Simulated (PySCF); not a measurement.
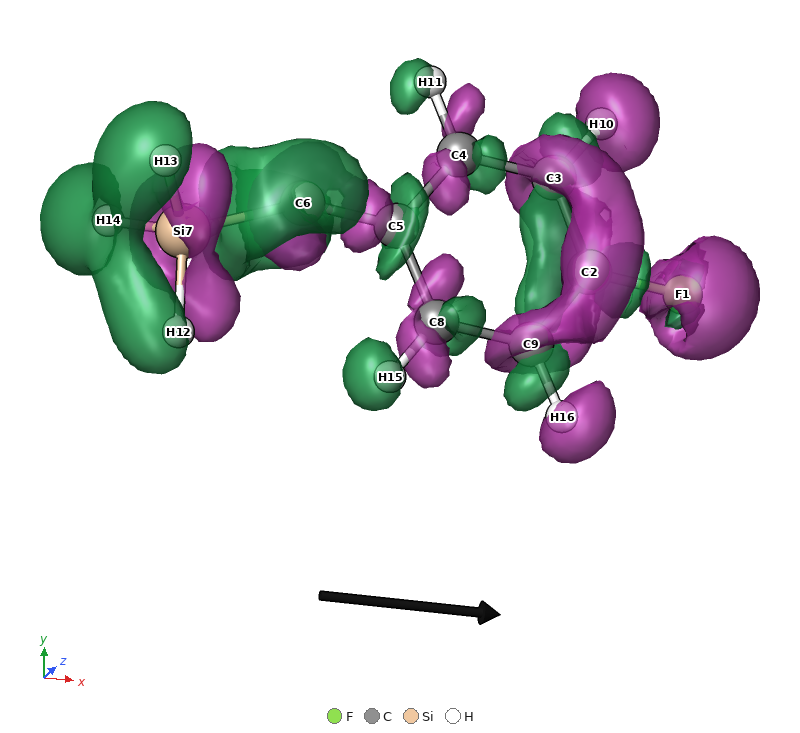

*C7H7FSi, triplet, SMILES `Fc1ccc([C][SiH3])cc1`. Change of the electron density in a uniform field of 0.21 V/Å along +x (arrow), surfaces at ±0.002 e/Å³ (green: gain, purple: loss).*

PySCF calculation, M06-2X/def2-SVP, gas phase; geometry: GFN2-xTB. No frequency check shows the geometry to be a minimum. A basis without diffuse functions makes polarisabilities too small. The stability of the open-shell solution wasn't checked. This spin state may not be the molecule's ground state. GFN2-xTB doesn't know the spin state, so this open-shell geometry is rough.

> What dipole is induced, and what polarisability does it imply?

The induced dipole is 1.59 D (along the field); α along this axis, from the fields in both directions, is 155 bohr³ (23.0 Å³).

> Which atoms gain and lose the most charge?

Electrons gather most on Si7 (Hirshfeld charge changes by −0.012 e) and leave F1 most (+0.014 e); 0.093 electrons are displaced in all.
